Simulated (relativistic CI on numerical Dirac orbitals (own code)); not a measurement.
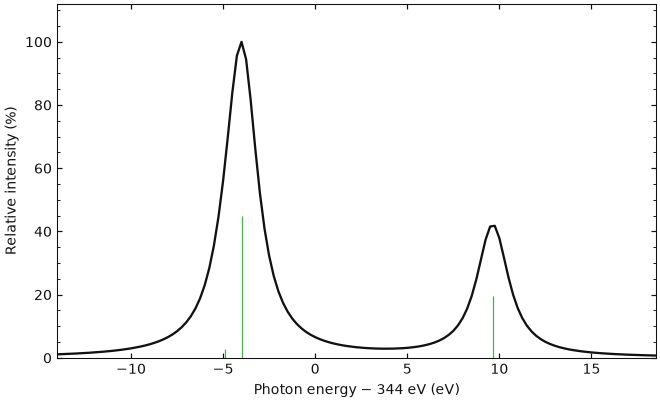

M₂,₃ X-ray absorption of Zr⁴⁺, [Kr], in no crystal field (free ion). Sticks are the strongest transitions, on a scale of their own. Multiplet model: relativistic Dirac–Coulomb–Breit theory, one configuration a step, Slater integrals scaled by 0.8, 80 K, Voigt broadening (Lorentzian 2 eV, Gaussian 0.4 eV full widths), computed with a radial Dirac CI code.

**Give the peaks, the centroid and the ground-state spin.**

The main maxima lie at 340.0 eV (100) and 353.6 eV (42), heights in % of the largest; the centroid is at 343.9 eV. The lower edge holds 0.71 of the intensity (branching ratio, edges parted at 347 eV), and the core spin-orbit splitting of the orbitals is 14.0 eV. The ground state has S = 0.00.

Limits of the model: free-ion energies, so absolute edge positions are off by a few eV from solids.
